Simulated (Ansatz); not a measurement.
**TlBr3 (model cell, started as ReO3 type): a soft mode frozen in**

Wanted: the energy along a soft mode of TlBr3 (model cell, started as ReO3 type) and the structure at the end.

Program: Ansatz 0.2.0. Level of theory: DFT PBEsol, scalar-relativistic, plane waves, norm-conserving pseudopotentials. Results are calculated unless marked as measured.

The structure was built from a prototype and need not be the compound's stable phase.

### 1. Starting point

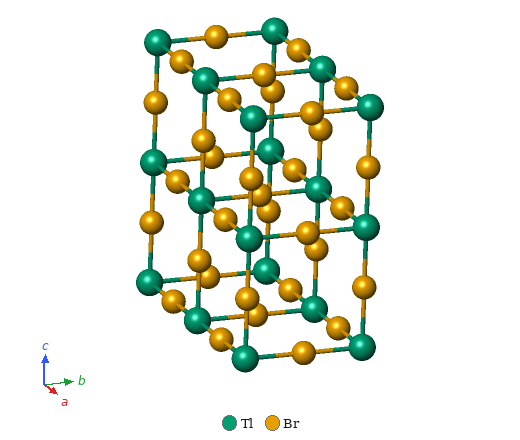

Start, viewed slightly off an axis; thallium teal, bromine orange. 2×1×2 cells are drawn. Some periodic images of atoms are drawn too.

### 2. Response at finite wavevector

The cell comes from relaxations at this level that are not shown. Stability and thermal properties need the whole zone. Linear response on a 2×2×2 q mesh gives force constants as far as a supercell of that size would.

input.yaml reads:

```yaml
crystal:
  lattice:
    - [5.5180850399, 0.0, 0.0]
    - [0.0, 5.5180850399, 0.0]
    - [0.0, 0.0, 5.5180850399]
  atoms:
    - { symbol: Tl, position: [0.0, 0.0, 0.0] }
    - { symbol: Br, position: [0.5, 0.0, 0.0] }
    - { symbol: Br, position: [0.0, 0.5, 0.0] }
    - { symbol: Br, position: [0.0, 0.0, 0.5] }
kpoints:
  mp_grid: { grid: [8, 8, 8] }
hamiltonian:
  xc: pbesol
  pseudopotentials: { kind: nc }
scf:
  occupations: { method: methfessel_paxton, width: 0.2 }
output:
  eigenvalues: true
phonons:
  method: dfpt
  qmesh: [2, 2, 2]
  temperatures: { t_max: 1000, t_step: 50 }
  qpath:
    path:
      - [[0.0, 0.0, 0.0], [0.0, 0.5, 0.0], [0.5, 0.5, 0.0], [0.0, 0.0, 0.0], [0.5, 0.5, 0.5], [0.0, 0.5, 0.0]]
      - [[0.5, 0.5, 0.5], [0.5, 0.5, 0.0]]
    npoints: 10
```

Run with:

```bash
ansatz run input.yaml --threads 4 --pin off --max-ram 7168MiB --backend cpu --events-out ev --progress --plain --runs-dir out
```

Numbers of over 12 decimals in the logs are rounded to 6 here.

The log of the run:

```text
Engine: ansatz 0.2.0, x86_64-unknown-linux-gnu
Pseudopotentials: kind: nc
Pseudopotential: Tl, nc, valence charge 13, recommended cutoff 843.552974 eV (normal), Tl.nc.azcp (PseudoDojo's, or run here from an input of PseudoDojo's: the run reads no file of this project's for it)
Pseudopotential: Br, nc, valence charge 7, recommended cutoff 625.861884 eV (normal), Br.nc.azcp (PseudoDojo's, or run here from an input of PseudoDojo's: the run reads no file of this project's for it)
Functional definition: PBEsol
  exchange = pbesol_x
  correlation = pbesol_c
Crystal: 4 atoms, lattice volume = 168.022 Å³
Basis set: ecut = 843.552974 eV, 9315 PW (Γ), exchange–correlation on 108×108×108 points (8 copies of the dense FFT grid, shifted against one another)
Bands: 21, of which v1, the nominal top of the filled ones, is band 17 counted from 1 (16 counted from 0)
Symmetry: 48 space group operations
k-points: 35 of 512
Non-local potential: Tl, projectors of the file, l = 0: 2, l = 1: 2, l = 2: 2
Non-local potential: Br, projectors of the file, l = 0: 2, l = 1: 2, l = 2: 2
Initial density: superposition of atomic densities (chi_scale 0.1, normalization cell, long waves kept (reshape's long-wave potential 0.03 eV rms))
Initial wavefunctions: pseudopotential atomic-orbital guess
Functional: x = pbesol(κ = 0.804, μ = 0.123457), c = pbesol(β = 0.046)
SCF iter   1: F=—  HF=-2936.150215 eV  |F-HF|=—  |Δ(HF+E_count)|=         —  Δρ=2.75e-2  dr2=1.81e0  ethr=3.10e-3  ⟨swp⟩=6.3  Hψ=3800  notcnv=0
preconditioner: auto → LDOS  [metal: Δε(μ)=0.009 eV  Ē_g=11.917 eV  σ=0.200 eV  W_gap=0.04  n_scr=26 (ndim 8)  ℏωp=16.7 eV  f_vac=0.230  D(μ)=4.35/eV (n_scr^D=26)  β→1.0]
SCF iter   2: F=—  HF=-2935.564107 eV  |F-HF|=—  |Δ(HF+E_count)|=   5.86e-1  S|Δr|=    0.00e0  Δρ=1.41e-2  dr2=2.67e-1  ethr=3.10e-3  ⟨swp⟩=3.0  Hψ=1755  notcnv=0
SCF iter   3: F=—  HF=-2935.454837 eV  |F-HF|=—  |Δ(HF+E_count)|=   1.09e-1  S|Δr|=    0.00e0  Δρ=1.66e-3  dr2=5.29e-3  ethr=7.85e-4  ⟨swp⟩=2.0  Hψ=1611  notcnv=0
SCF iter   4: F=—  HF=-2935.453185 eV  |F-HF|=—  |Δ(HF+E_count)|=   1.65e-3  S|Δr|=    0.00e0  Δρ=1.72e-4  dr2=2.93e-5  ethr=1.55e-5  ⟨swp⟩=2.1  Hψ=1213  notcnv=0
SCF iter   5: F=—  HF=-2935.453203 eV  |F-HF|=—  |Δ(HF+E_count)|=   1.80e-5  S|Δr|=    0.00e0  Δρ=3.89e-5  dr2=1.73e-6  ethr=8.61e-8  ⟨swp⟩=2.2  Hψ=1303  notcnv=0
SCF iter   6: F=—  HF=-2935.453319 eV  |F-HF|=—  |Δ(HF+E_count)|=   1.17e-4  S|Δr|=    0.00e0  Δρ=1.08e-5  dr2=1.11e-7  ethr=5.10e-9  ⟨swp⟩=2.7  Hψ=1388  notcnv=0
SCF iter   7: F=—  HF=-2935.453319 eV  |F-HF|=—  |Δ(HF+E_count)|=   2.13e-8  S|Δr|=    0.00e0  Δρ=1.30e-6  dr2=1.57e-9  ethr=3.26e-10  ⟨swp⟩=2.6  Hψ=1378  notcnv=0
SCF iter   8: F=—  HF=-2935.453319 eV  |F-HF|=—  |Δ(HF+E_count)|=  4.01e-10  S|Δr|=    0.00e0  Δρ=2.85e-7  dr2=9.43e-11  ethr=4.62e-12  ⟨swp⟩=2.2  Hψ=1248  notcnv=0
SCF iter   9: F=-2935.453319 eV  HF=-2935.453319 eV  |F-HF|=9.09e-13  |Δ(HF+E_count)|=  1.82e-11  S|Δr|=    0.00e0  Δρ=1.18e-8  dr2=1.75e-13  ethr=1.00e-12  ⟨swp⟩=9.0  Hψ=5189  notcnv=0
SCF 1 converged in 9 iterations: F = -2935.453319 eV  dr2 = 1.75e-13
Initial density: read from a saved state, or passed on in memory by an earlier SCF of this step, an earlier step, the calling program or the single point that the run made first
iter 1 solved again at ethr=8.09e-7 eV; its pass at ethr=3.10e-3 eV (dr2=2.75e-4 eV) is discarded
SCF iter   1: F=—  HF=-2935.453198 eV  |F-HF|=—  |Δ(HF+E_count)|=         —  Δρ=1.87e-6  dr2=4.72e-9  ethr=8.09e-7  ⟨swp⟩=3.1  Hψ=6207  notcnv=0
eigensolver tolerance schedule: the retry pair's looser diagonalisation over-reported the residual by 58289.05 of it (diagonalisation noise at an unbounded share of the residual, at the tolerance the schedule requests for it); recorded, not acted on — ethr = c·dr2/N_el stays at c = 1.0e-1
preconditioner: auto → LDOS  [metal: Δε(μ)=0.045 eV  Ē_g=11.703 eV  σ=0.200 eV  W_gap=0.19  n_scr=26 (ndim 8)  ℏωp=16.7 eV  f_vac=0.244  D(μ)=3.67/eV (n_scr^D=26)  β→1.0]
SCF iter   2: F=—  HF=-2935.453319 eV  |F-HF|=—  |Δ(HF+E_count)|=   1.21e-4  S|Δr|=    0.00e0  Δρ=1.50e-6  dr2=2.85e-9  ethr=1.39e-11  ⟨swp⟩=4.9  Hψ=2698  notcnv=0
SCF iter   3: F=—  HF=-2935.453319 eV  |F-HF|=—  |Δ(HF+E_count)|=  4.99e-10  S|Δr|=    0.00e0  Δρ=8.15e-7  dr2=8.81e-10  ethr=8.39e-12  ⟨swp⟩=1.8  Hψ=1168  notcnv=0
SCF iter   4: F=—  HF=-2935.453319 eV  |F-HF|=—  |Δ(HF+E_count)|=  1.71e-10  S|Δr|=    0.00e0  Δρ=4.84e-7  dr2=3.22e-10  ethr=2.59e-12  ⟨swp⟩=1.0  Hψ=735  notcnv=0
SCF iter   5: F=—  HF=-2935.453319 eV  |F-HF|=—  |Δ(HF+E_count)|=  2.77e-11  S|Δr|=    0.00e0  Δρ=4.25e-7  dr2=2.48e-10  ethr=1.00e-12  ⟨swp⟩=1.0  Hψ=735  notcnv=0
SCF iter   6: F=—  HF=-2935.453319 eV  |F-HF|=—  |Δ(HF+E_count)|=  5.00e-12  S|Δr|=    0.00e0  Δρ=4.03e-7  dr2=2.23e-10  ethr=1.00e-12  ⟨swp⟩=1.0  Hψ=735  notcnv=0
SCF iter   7: F=—  HF=-2935.453319 eV  |F-HF|=—  |Δ(HF+E_count)|=  6.37e-11  S|Δr|=    0.00e0  Δρ=1.21e-7  dr2=1.98e-11  ethr=1.00e-12  ⟨swp⟩=2.3  Hψ=1236  notcnv=0
SCF iter   8: F=—  HF=-2935.453319 eV  |F-HF|=—  |Δ(HF+E_count)|=  4.09e-12  S|Δr|=    0.00e0  Δρ=1.41e-7  dr2=2.59e-11  ethr=1.00e-12  ⟨swp⟩=2.7  Hψ=1456  notcnv=0
SCF iter   9: F=-2935.453319 eV  HF=-2935.453319 eV  |F-HF|=6.37e-12  |Δ(HF+E_count)|=  6.37e-12  S|Δr|=    0.00e0  Δρ=6.13e-8  dr2=5.40e-12  ethr=1.00e-12  ⟨swp⟩=2.0  Hψ=1789  notcnv=0
SCF 2 converged in 9 iterations: F = -2935.453319 eV  dr2 = 5.40e-12
phonons: the bands overlap, so this run is a metal and interpolates without the dipole-dipole term. If the crystal is really an insulator or semiconductor, its LO-TO splitting is missing
NSCF: frozen V_eff on 35 k-points
WARN: eigensolver did not converge in 2 slots of this pass, the one above among them; of largest residual over every band (k=2): 1 band(s) unlocked (lowest unlocked band 20, counted from 0; max residual 1.35e-3 eV among the unlocked bands, 1.35e-3 eV over every band); of lowest unlocked band (k=2): band 20
NSCF: frozen V_eff on 125 k-points
DFPT response loops at q = (0, 0, 0) (fractional): preconditioner auto → none (partly filled bands, converged f_vac=0.244); β = 0.50; Broyden in place of MSR1
NSCF: frozen V_eff on 250 k-points
DFPT response loops at q = (0, 0, -0.5) (fractional): mixed as the last ones told, above
NSCF: frozen V_eff on 250 k-points
DFPT response loops at q = (0, -0.5, -0.5) (fractional): mixed as the last ones told, above
NSCF: frozen V_eff on 250 k-points
DFPT response loops at q = (-0.5, -0.5, -0.5) (fractional): mixed as the last ones told, above
SCF converged after 9 iterations
Stability not checked: this state was not tested for a lower state beside it, because cold or Methfessel-Paxton smearing, or corrected tetrahedra, fill the levels in a way that the test cannot read (fill_not_monotonic; see scf.lower_state_search)
Free energy (F): -2935.453319 eV
Harris-Foulkes:  -2935.453319 eV  (|F-HF|=9.09e-13)
Internal energy: -2935.451098 eV  (E = F + TS)
E sigma→0 (E₀):  -2935.452764 eV
Entropy (-TS):   -0.002221 eV (-0.555 meV/atom)
Fermi energy:    0.393059 eV
--- Per-component energies (eV) ---
  E_band       = -202.011512
  E_kinetic    = 1216.676551
  E_local      = -2558.527475  (includes V_loc(G=0)·N_el)
  E_nonlocal   = -109.726249
  E_hartree    = 913.878604
  E_xc         = -936.116608
  E_vxc        = -578.191527  (∫ρ·V_xc dr)
  E_ewald      = -1461.635921
  E_smearing   = -0.002221  (= −TS)
  E_closure    = -0.000000  (closes the sum)
  Σ components = -2935.453319   (vs F -2935.453319, Δ=0.00e0)
--- Band table (eV; the first three rows and the last of 35) ---
  k-point 0: bands = [... 13 lower, -0.1935, -0.1935, -0.1508, -0.1508, -0.1508, 6.2214, 8.7991, 8.7991]
  k-point 1: bands = [... 13 lower, -0.2117, -0.2098, -0.1601, -0.1601, -0.0819, 6.3607, 8.8149, 8.8149]
  k-point 2: bands = [... 13 lower, -0.2756, -0.2485, -0.1640, -0.1640, 0.3175, 6.7466, 8.3079, 8.8384]
  k-point 34: bands = [... 13 lower, -0.1081, 0.4344, 0.4344, 0.4344, 4.2855, 4.7028, 4.7028, 4.7028]
--- Phonons (Γ-DFPT): 3 representative perturbations + reference (Σ response iterations 6) ---
  ASR residual: 5.213e-5 → 0.000e0 eV/Å²; symmetrization residual: 7.596e-6 eV/Å²
  ASR residual per site (eV/Å²): 1.86e-5 5.21e-5 5.21e-5 5.21e-5
  Γ frequencies (cm⁻¹): -47.71 -47.71 -47.71 -32.03 -32.03 -32.03 0.00 0.00 0.00 145.95 145.95 145.95
--- Phonons (arbitrary-q DFPT): 4 irreducible q on the 2×2×2 mesh ---
  q = [0.0000, 0.0000, 0.0000] (star 1, of the zone-centre solve; hermiticity 3.07e-6, symmetrization 1.51e-14): -47.71 -47.71 -47.71 -32.03 -32.03 -32.03 -0.00 -0.00 -0.00 145.95 145.95 145.95
  q = [0.0000, 0.0000, -0.5000] (star 3, 7 solved perturbations in 775 linear systems a pass and spin channel, the states on 125 of 512 k-point pairs; hermiticity 1.06e-6, symmetrization 2.36e-12, the responses' own estimated error 4.7e-4 eV/Å²): -49.81 -43.01 -41.14 -41.14 -36.91 -36.91 16.51 16.51 79.42 93.97 149.03 149.03
  q = [0.0000, -0.5000, -0.5000] (star 3, 7 solved perturbations in 775 linear systems a pass and spin channel, the states on 125 of 512 k-point pairs; hermiticity 2.59e-6, symmetrization 3.00e-12, the responses' own estimated error 4.7e-4 eV/Å²): -44.75 -44.75 -43.97 -36.03 -36.03 -15.28 19.27 56.19 93.98 93.98 138.58 152.72
  q = [-0.5000, -0.5000, -0.5000] (star 1, 3 solved perturbations in 275 linear systems a pass and spin channel, the states on 125 of 512 k-point pairs; hermiticity 3.99e-13, symmetrization 4.02e-12, the responses' own estimated error 4.4e-4 eV/Å²): -43.97 -43.97 -43.97 -19.04 -19.04 -19.04 54.89 54.89 95.96 95.96 95.96 157.74
  sum rule: each row above includes the acoustic sum rule's correction from the zone centre's row sums; it moved no ω² by more than (0.42 cm⁻¹)²
  mesh force constants: q→R imaginary residual 4.31e-46; ASR residual 5.213e-5 → 0.000e0 eV/Å²; symmetrization residual 5.329e-15 eV/Å²
  interpolated dispersion: 62 rows × 12 modes
  density of states and harmonic sums: on the 12×12×12 q-mesh, interpolated from the force constants of a 2×2×2 supercell (no non-analytic term)
  largest difference from the sums on the solved wave vectors: F 6.63e-2 eV, S 9.85e-5 and C_V 3.22e-5 eV/K
  zero-point energy: 0.033484 eV/cell   skipped modes (ω ≤ 0): 507, of them read as no rigid motion or as one in doubt: 504 (6.000e0 modes/cell left out, lowest -49.81 cm⁻¹)   left out of the sums: 5.00e-1 of the cell's modes: C_V's classical limit lies that fraction below 3 k_B per atom; for a crystal, a wire or a layer, F and S can be off by more, and a phonons.interpolated_qmesh denser along its periods is the remedy for the sampling
```

It took 6.8 min on 4 threads of AMD EPYC 7R13 (Zen 3), shared host; peak memory 2.7 GiB; 26 min of CPU time.

This step gave:

| Item | Value |
| --- | --- |
| volume per atom | 42.01 Å³ |
| gap on the k-mesh | 0 eV |
| sum-rule residual before enforcement | 5.21e-5 eV/Å² |
| lowest frequency on the path | -49.81 cm⁻¹ |
| point group | m-3m |
| highest frequency on the path or at a solved wavevector | 158.2 cm⁻¹ |
| highest optical mode at the zone centre (no LO-TO term) | 145.9 cm⁻¹ |
| lowest optical zone-centre mode | -47.71 cm⁻¹ |
| lowest mode on the q mesh (acoustic modes at Γ apart) | -49.81 cm⁻¹ |

Frequencies (cm⁻¹) solved at each irreducible wavevector; negative means imaginary. Frequencies by wavevector, by row:

| q in reciprocal lattice units | star | mode 1 | mode 2 | mode 3 | mode 4 | mode 10 | mode 11 | mode 12 |
| --- | --- | --- | --- | --- | --- | --- | --- | --- |
| 0 0 0 | 1 | -47.7 | -47.7 | -47.7 | -32 | 145.9 | 145.9 | 145.9 |
| 0 0 -0.5 | 3 | -49.8 | -43 | -41.1 | -41.1 | 94 | 149 | 149 |
| 0 -0.5 -0.5 | 3 | -44.8 | -44.8 | -44 | -36 | 94 | 138.6 | 152.7 |
| -0.5 -0.5 -0.5 | 1 | -44 | -44 | -44 | -19 | 96 | 96 | 157.7 |

Interpolated from a 2×2×2 q mesh. The phonon branches at the labelled points (cm⁻¹):

| point | branch 1 | branch 2 | branch 3 | branch 4 | branch 9 | branch 10 | branch 11 | branch 12 |
| --- | --- | --- | --- | --- | --- | --- | --- | --- |
| Γ | -48 | -48 | -48 | -32 | 0 | 146 | 146 | 146 |
| X | -50 | -43 | -41 | -41 | 79 | 94 | 149 | 149 |
| M | -45 | -45 | -44 | -36 | 94 | 94 | 139 | 153 |
| Γ | -48 | -48 | -48 | -32 | 0 | 146 | 146 | 146 |
| R | -44 | -44 | -44 | -19 | 96 | 96 | 96 | 158 |
| X | -50 | -43 | -41 | -41 | 79 | 94 | 149 | 149 |
| jump to R | -44 | -44 | -44 | -19 | 96 | 96 | 96 | 158 |
| M | -45 | -45 | -44 | -36 | 94 | 94 | 139 | 153 |

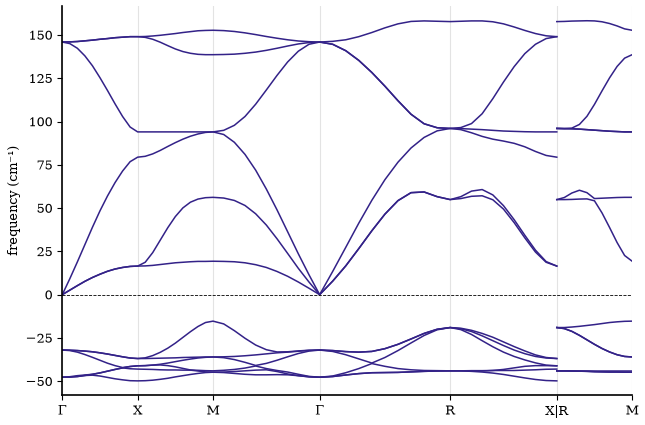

Phonon branches along the path.

Symmetry leaves 4 wavevectors to solve. The lowest mode among them, the acoustic zeros apart, lies at q = (0, 0, -0.5) and is imaginary, 49.8i cm⁻¹, so the energy falls along it.

### 3. The mode frozen in, largest atomic shift 0 Å

The mode followed lies at Γ with frequency 47.7i cm⁻¹ and is 3-fold degenerate, one of the unstable modes though not the softest. At small amplitude the distorted cell has space group no. 99 by a symmetry search on the positions. The undistorted cell that holds it gives the zero of energy on the same k mesh.

input.yaml, the sections that differ from step 2:

```yaml
output:
  forces: true
  stress: true
  eigenvalues: true
# crystal, kpoints, hamiltonian, scf: as in step 2
# phonons: removed
```

The log of the run:

```text
[...]
Crystal: 4 atoms, lattice volume = 168.022 Å³
Basis set: ecut = 843.552974 eV, 9315 PW (Γ), exchange–correlation on 108×108×108 points (8 copies of the dense FFT grid, shifted against one another)
Bands: 21, of which v1, the nominal top of the filled ones, is band 17 counted from 1 (16 counted from 0)
Symmetry: 48 space group operations
[...]
k-points: 35 of 512
[...]
--- Band table (eV; the first three rows and the last of 35) ---
  k-point 0: bands = [... 13 lower, -0.1935, -0.1935, -0.1508, -0.1508, -0.1508, 6.2214, 8.7991, 8.7991]
  k-point 1: bands = [... 13 lower, -0.2117, -0.2098, -0.1601, -0.1601, -0.0818, 6.3607, 8.8149, 8.8149]
  k-point 2: bands = [... 13 lower, -0.2756, -0.2485, -0.1640, -0.1640, 0.3175, 6.7466, 8.3079, 8.8384]
  k-point 34: bands = [... 13 lower, -0.1081, 0.4344, 0.4344, 0.4344, 4.2855, 4.7028, 4.7028, 4.7028]
[key lines of the parts left out:]
SCF converged after 7 iterations
Free energy (F): -2935.453319 eV
Fermi energy:    0.393061 eV
P = ⅓ Tr σ = -0.0018 GPa (-0.018 kbar)
```

Elapsed: 3.1 s, on 4 threads; peak memory 0.74 GiB; 11 s of CPU time.

This step gave:

| Item | Value |
| --- | --- |
| pressure | -0.001792 GPa |
| energy from the undistorted cell | 0 meV/atom |

The run ends at a pressure of 0.00 GPa.

### 4. The mode frozen in, largest atomic shift 0.32 Å

The atoms are moved along the unstable eigenvector, the largest shift by 0.32 Å, with the cell fixed.

input.yaml, the sections that differ from step 3:

```yaml
crystal:
  lattice:
    - [5.5180850399, 0.0, 0.0]
    - [0.0, 5.5180850399, 0.0]
    - [0.0, 0.0, 5.5180850399]
  atoms:
    - { symbol: Tl, position: [0.0, -0.0387390071, 0.0] }
    - { symbol: Br, position: [0.5, 0.0579911324, 0.0] }
    - { symbol: Br, position: [0.0, 0.4831051185, 0.0] }
    - { symbol: Br, position: [0.0, 0.0579911324, 0.5] }
# kpoints, hamiltonian, scf, output: as in step 3
```

The log of the run:

```text
[...]
Crystal: 4 atoms, lattice volume = 168.022 Å³
Basis set: ecut = 843.552974 eV, 9315 PW (Γ), exchange–correlation on 108×108×108 points (8 copies of the dense FFT grid, shifted against one another)
Bands: 21, of which v1, the nominal top of the filled ones, is band 17 counted from 1 (16 counted from 0)
Symmetry: 8 space group operations
[...]
--- Band table (eV; the first three rows and the last of 75) ---
  k-point 0: bands = [... 13 lower, -0.1294, -0.1294, -0.0162, -0.0162, 0.0089, 6.1580, 7.8183, 7.8183]
  k-point 1: bands = [... 13 lower, -0.1419, -0.0961, -0.0832, -0.0356, 0.2383, 6.2861, 7.7220, 7.8061]
  k-point 2: bands = [... 13 lower, -0.1949, -0.1099, -0.0763, -0.0613, 0.6431, 6.6422, 7.3906, 7.7950]
  k-point 74: bands = [... 13 lower, -0.1296, 0.4518, 0.4518, 0.5262, 3.2954, 4.8537, 4.8537, 5.8147]
[key lines of the parts left out:]
SCF converged after 8 iterations
Free energy (F): -2935.520490 eV
Fermi energy:    0.494069 eV
P = ⅓ Tr σ = -0.4170 GPa (-4.170 kbar)
```

It took 9.5 s on 4 threads; peak memory 0.87 GiB.

This step gave:

```yaml
pressure: -0.4170 GPa
energy_from_the_undistorted_cell: -17.51 meV/atom
```

The energy, extrapolated to zero smearing, is -17.51 meV/atom against the undistorted cell.

The run ends at a pressure of -0.42 GPa, with forces up to 0.093 eV/Å.

### 5. Energy along the mode, all amplitudes (two of the runs are shown above)

An imaginary frequency means negative curvature, so the energy should fall and then rise again as anharmonic terms take over.

This step gave:

```
depth at the lowest point sampled  : 17.51 meV/atom
largest atomic shift at that point : 0.32 Å
```

The energy from the parent by largest atomic shift:

| largest atomic shift (Å) | energy from the parent (meV/atom) |
| --- | --- |
| 0.000 | 0 |
| 0.040 | -0.438 |
| 0.080 | -1.73 |
| 0.140 | -5.08 |
| 0.220 | -11.1 |
| 0.320 | -17.5 |
| 0.450 | -15.0 |
| 0.600 | 16.3 |

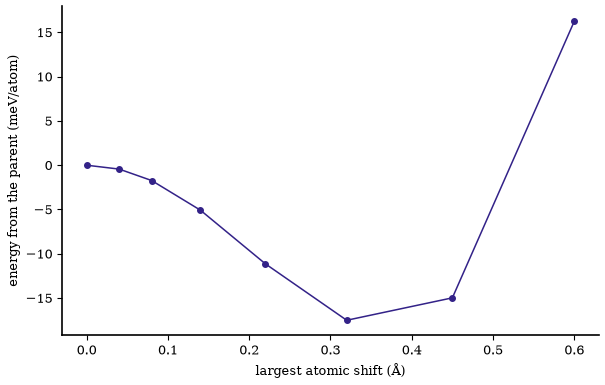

Energy from the parent against largest atomic shift.

Displacement at unit largest shift by atom:

| atom | x (Å) | y (Å) | z (Å) | size |
| --- | --- | --- | --- | --- |
| Tl1 | 0.00 | -0.67 | 0.00 | 0.67 |
| Br2 | 0.00 | 1.00 | 0.00 | 1.00 |
| Br3 | 0.00 | -0.29 | 0.00 | 0.29 |
| Br4 | 0.00 | 1.00 | 0.00 | 1.00 |

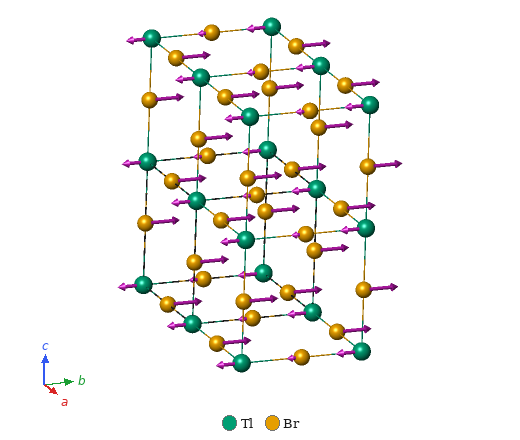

Displacement at unit largest shift as arrows, the longest 1 Å. 2×1×2 cells are drawn. Some periodic images of atoms are drawn too.

The lowest of the steps tried is at 0.32 Å, 17.5 meV/atom below the parent; the bottom of the well need not coincide with a step.

(Continued in part 2 of 2.)

[Logs are printed without paths, hosts, clocks, repeated set-up lines and the standing remarks that a program may print on its own settings, such as how far it seeks lower states.]

[Hosts, paths, dates, database ids (printed as entryN), source tags and the programs' standing remarks are cut or masked in the printed files.]
